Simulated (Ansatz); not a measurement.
Base system: PbTe in the rock salt structure (space group Fm-3m, No. 225; a = 6.442 Å).

Now apply this change: a negative pressure, −2 GPa.

The values are results of Ansatz (a program for electronic structure), PBEsol, PAW, cutoff 420 eV, no SOC, not measurements.

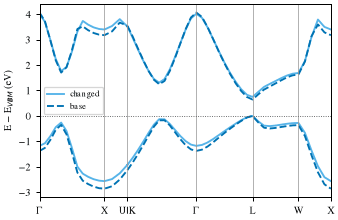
Figure. Highest valence and lowest conduction band along the path, each from its own valence-band maximum

From the figure, how large is the changed gap, and is it direct?

About 0.7 eV, direct at L.

With Pb and Te present, leaving out spin-orbit coupling can change the band edges. Load acts through the strain it causes; cell and atoms are relaxed under it. Stability against distortions was not tested.
